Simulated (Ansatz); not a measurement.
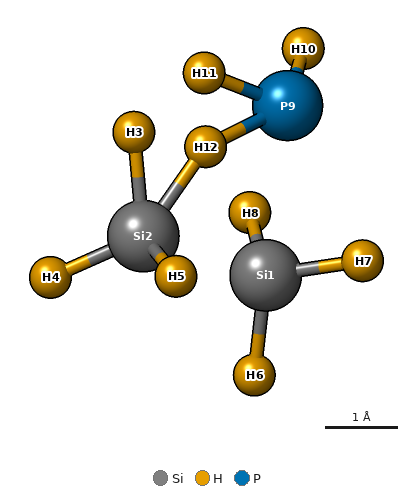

Fig. 1: The input geometry (ball-and-stick view, seen at a tilt; atoms are numbered from 1 in the order of the input). Bond lengths as drawn: H–P 1.42 to 1.54 Å and H–Si 1.46 to 1.55 Å.

# Run report: Si₂PH₉, geometry relaxation (part 1 of 2)

System: Si₂PH₉.
Method: RKS PBE/6-31G* (Ansatz 0.2.0).

The input holds or restrains some coordinates. Forces given for the steps count only the free coordinates. It belongs to a series of runs on one base structure; here: pulled along the bonds that form and break, towards end A. Figures and captions count atoms from 1; the log counts them from 0 in places.

**What the program printed**
```
The last accepted step is kept in [file] (removed where the run ends without a failure and the disk answers)
Engine: ansatz 0.2.0, aarch64-unknown-linux-gnu
Functional definition: PBE
  parameter kappa = 0.804
  parameter beta = 0.06672455060314922
  exchange = pbe_x(kappa = kappa, mu = beta*pi^2/3)
  correlation = pbe_c(beta = beta)
1034 factors; their error is unknown
mean field evaluation 1: about -25166.1607 eV, gradient 2.0e1 eV
mean field evaluation 2: about -25160.5041 eV, gradient 3.9e1 eV
mean field evaluation 4: about -25167.8036 eV, gradient 3.5e0 eV
mean field evaluation 8: about -25167.8569 eV, gradient 1.3e-1 eV
mean field evaluation 16: about -25167.7778 eV, gradient 8.5e-5 eV
mean field -25167.77780408 eV, -924.8987749675 hartree, gradient 2.1e-5 eV, S^2 0.000000; 1 other end points of the search recorded, 0 dependent functions left out
the calculation of the forces begins
reference -25167.77784436 eV, -924.8987764477 hartree; 26, 26 occupied and 49, 49 virtual orbitals, 1034 factors
relax step   1: F+E_penalty+E_count = -25167.77780408 eV  Δ(F+E_penalty+E_count) = +0.000e0 eV  max|allowed force component| = 4.959e0 eV/Å  E_restraint = 32.59090018 eV  max|allowed force component, restraints' pulls added| = 3.610e1 eV/Å  Δτ_max = 0.0000 Å  (41 SCF iters, accepted)
  distance Si 0 - P 8 = 2.4800 Å
  distance H 11 - Si 1 = 1.5525 Å
  distance Si 0 - Si 1 = 2.5700 Å
  distance H 11 - P 8 = 1.5370 Å
these checks for a lower state are left out or cut short: starts, cluster_reference, orbital_swaps, neighbouring_geometries, increment
1034 factors; their error is unknown
mean field -25169.25881162 eV, -924.9532009906 hartree, gradient 6.7e-6 eV, S^2 0.000000; 0 other end points of the search recorded, 0 dependent functions left out
[... from here on the field's lines of each further geometry are left out, up to the last ...]
relax step   2: F+E_penalty+E_count = -25169.25881162 eV  Δ(F+E_penalty+E_count) = -1.481e0 eV  max|allowed force component| = 4.141e0 eV/Å  E_restraint = 15.92522361 eV  max|allowed force component, restraints' pulls added| = 2.137e1 eV/Å  Δτ_max = 0.1949 Å  (31 SCF iters, accepted)
relax step   3: F+E_penalty+E_count = -25169.90853670 eV  Δ(F+E_penalty+E_count) = -6.497e-1 eV  max|allowed force component| = 4.075e0 eV/Å  E_restraint = 5.92628229 eV  max|allowed force component, restraints' pulls added| = 1.340e1 eV/Å  Δτ_max = 0.1949 Å  (31 SCF iters, accepted)
relax step   4: F+E_penalty+E_count = -25170.79825814 eV  Δ(F+E_penalty+E_count) = -8.897e-1 eV  max|allowed force component| = 3.735e0 eV/Å  E_restraint = 1.63529735 eV  max|allowed force component, restraints' pulls added| = 6.997e0 eV/Å  Δτ_max = 0.1949 Å  (27 SCF iters, accepted)
relax step   5: F+E_penalty+E_count = -25172.08777682 eV  Δ(F+E_penalty+E_count) = -1.290e0 eV  max|allowed force component| = 3.012e0 eV/Å  E_restraint = 0.31632485 eV  max|allowed force component, restraints' pulls added| = 2.473e0 eV/Å  Δτ_max = 0.1947 Å  (25 SCF iters, accepted)
relax step   6: F+E_penalty+E_count = -25173.08912921 eV  Δ(F+E_penalty+E_count) = -1.001e0 eV  max|allowed force component| = 2.134e0 eV/Å  E_restraint = 0.14911298 eV  max|allowed force component, restraints' pulls added| = 2.134e0 eV/Å  Δτ_max = 0.1988 Å  (25 SCF iters, accepted)
relax step   7: F+E_penalty+E_count = -25173.82098124 eV  Δ(F+E_penalty+E_count) = -7.319e-1 eV  max|allowed force component| = 1.701e0 eV/Å  E_restraint = 0.12735730 eV  max|allowed force component, restraints' pulls added| = 1.586e0 eV/Å  Δτ_max = 0.1936 Å  (26 SCF iters, accepted)
relax step   8: F+E_penalty+E_count = -25174.35822354 eV  Δ(F+E_penalty+E_count) = -5.372e-1 eV  max|allowed force component| = 1.763e0 eV/Å  E_restraint = 0.08694243 eV  max|allowed force component, restraints' pulls added| = 1.209e0 eV/Å  Δτ_max = 0.1944 Å  (26 SCF iters, accepted)
relax step   9: F+E_penalty+E_count = -25174.57722651 eV  Δ(F+E_penalty+E_count) = -2.190e-1 eV  max|allowed force component| = 1.562e0 eV/Å  E_restraint = 0.06404963 eV  max|allowed force component, restraints' pulls added| = 8.550e-1 eV/Å  Δτ_max = 0.2000 Å  (24 SCF iters, accepted)
relax step  10: F+E_penalty+E_count = -25174.65925796 eV  Δ(F+E_penalty+E_count) = -8.203e-2 eV  max|allowed force component| = 1.372e0 eV/Å  E_restraint = 0.03890063 eV  max|allowed force component, restraints' pulls added| = 3.838e-1 eV/Å  Δτ_max = 0.2000 Å  (24 SCF iters, accepted)
relax step  11: F+E_penalty+E_count = -25174.69158459 eV  Δ(F+E_penalty+E_count) = -3.233e-2 eV  max|allowed force component| = 1.302e0 eV/Å  E_restraint = 0.03364714 eV  max|allowed force component, restraints' pulls added| = 2.556e-1 eV/Å  Δτ_max = 0.2000 Å  (25 SCF iters, accepted)
relax step  12: F+E_penalty+E_count = -25174.71094892 eV  Δ(F+E_penalty+E_count) = -1.936e-2 eV  max|allowed force component| = 1.254e0 eV/Å  E_restraint = 0.03181143 eV  max|allowed force component, restraints' pulls added| = 4.370e-1 eV/Å  Δτ_max = 0.1964 Å  (25 SCF iters, accepted)
relax step  13: F+E_penalty+E_count = -25174.73368145 eV  Δ(F+E_penalty+E_count) = -2.273e-2 eV  max|allowed force component| = 1.242e0 eV/Å  E_restraint = 0.02733044 eV  max|allowed force component, restraints' pulls added| = 1.784e-1 eV/Å  Δτ_max = 0.2000 Å  (23 SCF iters, accepted)
relax step  14: F+E_penalty+E_count = -25174.73832867 eV  Δ(F+E_penalty+E_count) = -4.647e-3 eV  max|allowed force component| = 1.184e0 eV/Å  E_restraint = 0.02496199 eV  max|allowed force component, restraints' pulls added| = 1.817e-1 eV/Å  Δτ_max = 0.1219 Å  (24 SCF iters, accepted)
relax step  15: F+E_penalty+E_count = -25174.74531165 eV  Δ(F+E_penalty+E_count) = -6.983e-3 eV  max|allowed force component| = 1.247e0 eV/Å  E_restraint = 0.02680741 eV  max|allowed force component, restraints' pulls added| = 3.487e-2 eV/Å  Δτ_max = 0.1223 Å  (23 SCF iters, accepted)
relax step  16: F+E_penalty+E_count = -25174.74472475 eV  Δ(F+E_penalty+E_count) = +5.869e-4 eV  max|allowed force component| = 1.432e0 eV/Å  E_restraint = 0.03556885 eV  max|allowed force component, restraints' pulls added| = 4.562e-1 eV/Å  Δτ_max = 0.1903 Å  (23 SCF iters, rejected (line search))
the calculation of the forces begins
reference -25174.74847001 eV, -925.1549422154 hartree; 26, 26 occupied and 49, 49 virtual orbitals, 1034 factors
relax step  17: F+E_penalty+E_count = -25174.74842781 eV  Δ(F+E_penalty+E_count) = -3.116e-3 eV  max|allowed force component| = 1.294e0 eV/Å  E_restraint = 0.02684107 eV  max|allowed force component, restraints' pulls added| = 9.797e-2 eV/Å  Δτ_max = 0.0927 Å  (23 SCF iters, accepted)
```

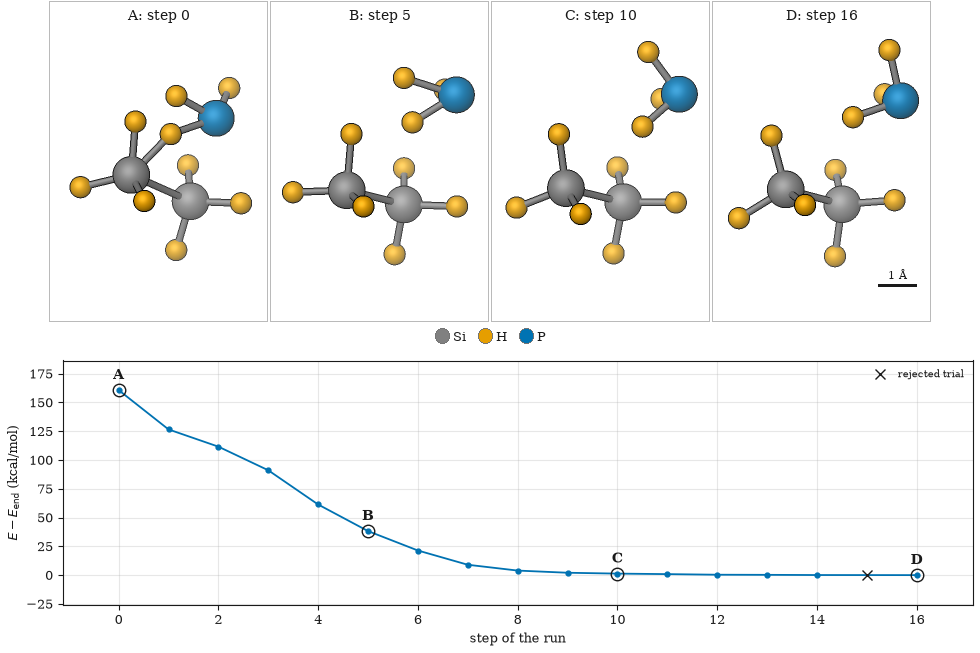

Fig. 2: Frames of the restrained relaxation (ball-and-stick view, seen at a tilt) above the curves, on which the letters mark them (the first geometry is step 0 here and step 1 in the log).

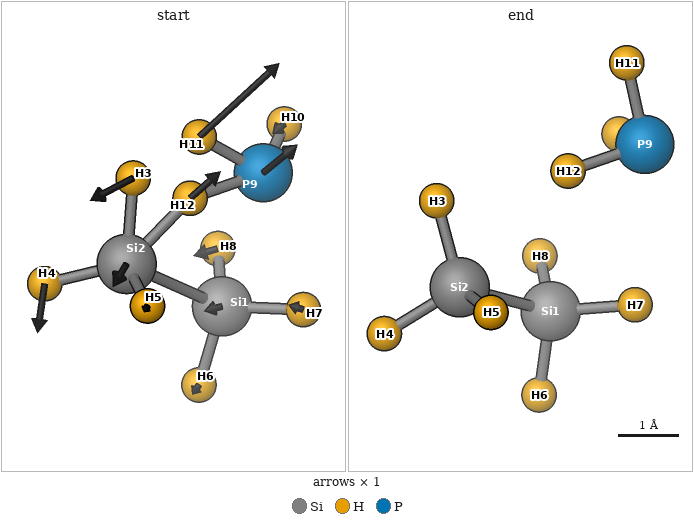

Fig. 3: Before (left) and after (right) the restrained relaxation, at one scale (ball-and-stick view, seen at a tilt). The black arrows give the displacements, at true length. After 16 geometry steps the energy has fallen by 160.7 kcal/mol. Largest force component: 5 eV/Å at the start, 1.3 eV/Å at the end. The line search rejected the trial step at point 15 (counted from 0) and went back. The largest move after the best rigid fit is that of H11, 1.84 Å. By element the largest moves are H 1.84 Å, P 0.83 Å, Si 0.49 Å. Among the contacts that change: Si2–H12 1.552 → 2.665 Å, Si1–Si2 2.570 → 2.259 Å, P9–H12 1.537 → 1.427 Å, Si1–H6 1.460 → 1.505 Å. Bonds break: Si2–H12 (1.55 → 2.67 Å). Among the angles that change: H11–P9–H12 41.2° → 92.1°, H10–P9–H12 140.8° → 92.9°, H10–P9–H11 109.4° → 92.4°. (Atoms are counted from 1 in the order of the input.)

```
  distance Si 0 - P 8 = 3.3941 Å
  distance H 11 - Si 1 = 2.6653 Å
  distance Si 0 - Si 1 = 2.2588 Å
  distance H 11 - P 8 = 1.4273 Å
1034 factors; their error is unknown
mean field -25174.74842781 eV, -925.1549406648 hartree, gradient 1.8e-5 eV, S^2 0.000000; 1 other end points of the search recorded, 0 dependent functions left out
the calculation of the forces begins
reference -25174.74847001 eV, -925.1549422154 hartree; 26, 26 occupied and 49, 49 virtual orbitals, 1034 factors
Total energy: -25174.74847001 eV, -925.1549422154 hartree
Atom 0 at     0.213250    -0.102281     0.222502 Å, force     0.278014    -0.095253    -1.260922 eV/Å
Atom 1 at     0.473947    -0.035020     2.465237 Å, force     0.299152     0.042065     1.293915 eV/Å
Atom 2 at    -0.567391    -0.829920     3.203150 Å, force     0.030734     0.008181    -0.021058 eV/Å
Atom 3 at     1.816657    -0.595304     2.857171 Å, force    -0.043335     0.026278    -0.032604 eV/Å
Atom 4 at     0.407725     1.381605     2.973574 Å, force    -0.004787    -0.060768    -0.035711 eV/Å
Atom 5 at     1.561387     0.052938    -0.428608 Å, force    -0.023801     0.004720    -0.001102 eV/Å
Atom 6 at    -0.665780     0.995347    -0.299285 Å, force     0.025487    -0.014373     0.002147 eV/Å
Atom 7 at    -0.346740    -1.422051    -0.227861 Å, force     0.015378     0.017697     0.017821 eV/Å
Atom 8 at    -3.101300     0.324229     0.815858 Å, force    -0.586013     0.065819    -0.076075 eV/Å
Atom 9 at    -2.871442    -0.937903     0.171059 Å, force    -0.002575     0.027293     0.020030 eV/Å
Atom 10 at    -4.143871    -0.222233     1.646287 Å, force     0.013660     0.012597    -0.022005 eV/Å
Atom 11 at    -2.107041     0.078493     1.809915 Å, force    -0.001913    -0.034256     0.115563 eV/Å
Dipole moment:    -0.003358    -0.164554     0.083690 e Å
```

**Trajectory as extended XYZ (Å, eV, eV/Å), 17 frames, from step=1 to step=17**
```
12
Properties=species:S:1:pos:R:3:forces:R:3 step=1 energy=-25167.77780
Si    0.0000    0.0000    0.0000    1.2286   0.0788   2.0471
Si    0.0000    0.0000    2.5700    4.9588   0.7956  -1.7767
H    -1.3148   -0.4067    3.0574   -0.0472  -0.2521   2.0723
H     1.0096   -0.9353    3.0574    0.3232  -0.6741   0.6737
H     0.3052    1.3420    3.0574   -0.0110   0.6326   0.4217
H     1.3768    0.0000   -0.4862    1.1224   0.0327  -0.7371
H    -0.6877    1.1914   -0.4862    0.2411   0.8324  -0.2487
H    -0.6877   -1.1914   -0.4862    0.3175  -0.9779  -0.1481
P    -2.3535    0.0000    0.7820   -4.4337   2.9773  -0.7648
H    -3.1199   -0.8853   -0.0213    0.3506  -1.0577   0.4546
H    -2.4033   -0.4268    2.1354   -3.9561  -1.3001   0.0027
H    -1.4553    0.0000    2.0293   -0.0942  -1.0876  -1.9966
12
Properties=species:S:1:pos:R:3:forces:R:3 step=2 energy=-25169.25881
Si    0.1264    0.0008    0.0420   -2.3004   0.1332   1.4538
Si    0.1621    0.0056    2.5396   -0.9646   0.7202  -1.9464
H    -1.2847   -0.3999    3.0632    1.6847   0.0838   1.0463
H     1.0286   -0.9518    3.0701    1.4884  -1.4311   1.1202
H     0.3105    1.3517    3.0628    0.3096   0.7801   0.3915
H     1.4067    0.0004   -0.4995    2.4995  -0.0349  -1.1539
H    -0.6754    1.1873   -0.4822    0.7659  -0.0715   0.1599
H    -0.6745   -1.1883   -0.4811    0.7422  -0.0093   0.2655
P    -2.5404    0.0374    0.8226   -3.3212   4.1410  -0.9432
H    -3.1251   -0.9031   -0.0229    0.5750  -1.7633   0.1200
H    -2.4497   -0.4438    2.1417   -3.9724  -1.8450   1.1567
H    -1.6151   -0.0085    1.9528    2.4935  -0.7032  -1.6705
12
Properties=species:S:1:pos:R:3:forces:R:3 step=3 energy=-25169.90854
Si    0.2196   -0.0016    0.0939   -4.0755   0.1992   0.4095
Si    0.3078    0.0169    2.4976   -3.3965   0.8856  -1.1459
H    -1.2474   -0.3967    3.0678    2.4147   0.1892   0.2606
H     1.0567   -0.9752    3.0875    1.8831  -1.7447   1.2884
H     0.3174    1.3620    3.0669    0.5139   0.6399   0.2902
H     1.4459   -0.0008   -0.5159    2.9423  -0.0742  -1.3245
H    -0.6611    1.1782   -0.4760    1.1703  -0.5191   0.4955
H    -0.6620   -1.1801   -0.4739    1.0953   0.4358   0.5818
P    -2.7237    0.0990    0.8467   -3.3796   3.5509  -0.8270
H    -3.1122   -0.9300   -0.0242    0.8824  -1.4927   0.2150
H    -2.5040   -0.4693    2.1572   -3.6729  -1.9473   1.2290
H    -1.7675   -0.0147    1.8812    3.6225  -0.1225  -1.4725
12
Properties=species:S:1:pos:R:3:forces:R:3 step=4 energy=-25170.79826
Si    0.2515   -0.0039    0.1375   -3.2460   0.2227  -0.9470
Si    0.4089    0.0321    2.4638   -3.7346   0.4678   0.0733
H    -1.1860   -0.3931    3.0644    2.4033   0.2353  -0.2609
H     1.0941   -1.0051    3.1104    1.5279  -1.2292   0.9397
H     0.3322    1.3735    3.0710    0.6207   0.4290   0.1619
H     1.4897   -0.0029   -0.5337    1.9383  -0.0811  -0.8201
H    -0.6335    1.1663   -0.4620    1.1460  -0.5439   0.6403
H    -0.6367   -1.1699   -0.4582    1.0484   0.4544   0.7104
P    -2.9063    0.1666    0.8554   -2.8171   1.7419  -0.1649
H    -3.0873   -0.9559   -0.0182    0.8897  -0.6141   0.5117
H    -2.5776   -0.5031    2.1716   -3.0771  -1.3936   0.5772
H    -1.8795   -0.0168    1.8070    3.3004   0.3107  -1.4216
```
